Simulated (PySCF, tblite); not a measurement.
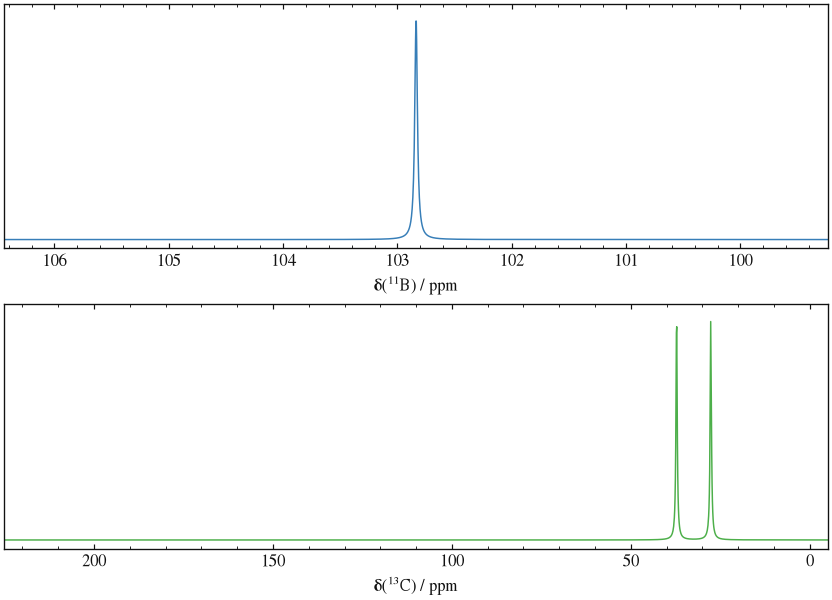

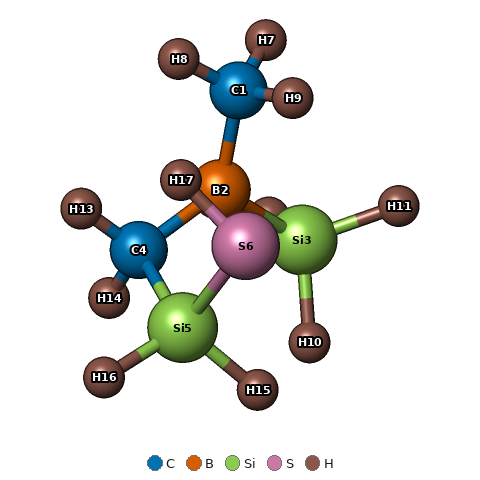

Spectrum and numbered structure of C₂H₁₁BSSi₂, SMILES CB([SiH3])C[SiH2]S. GIAO shifts, PBE0/pcSseg-1 with PySCF 2.14.0, at a GFN2-xTB geometry (a minimum by its frequencies), against BF₃.OEt₂ for ¹¹B and TMS for ¹³C computed at the same level. Gas phase, fully decoupled, line heights follow the number of nuclei, widths are arbitrary (no quadrupolar broadening); values of one conformer, averaged over nuclei that symmetry or rotation about single bonds exchange, these motions taken as fast; other conformers aren't averaged in.

Q: Where does the ¹¹B line lie?

A: At 102.8 ppm (B2).

Q: Assign the ¹³C signals to the numbered atoms.

A:
```tsv
δ (ppm)	nuclei	atoms
37.2	1	C4
27.7	1	C1
```

Note: the tight-binding geometry is rougher than a DFT one and adds to the error.
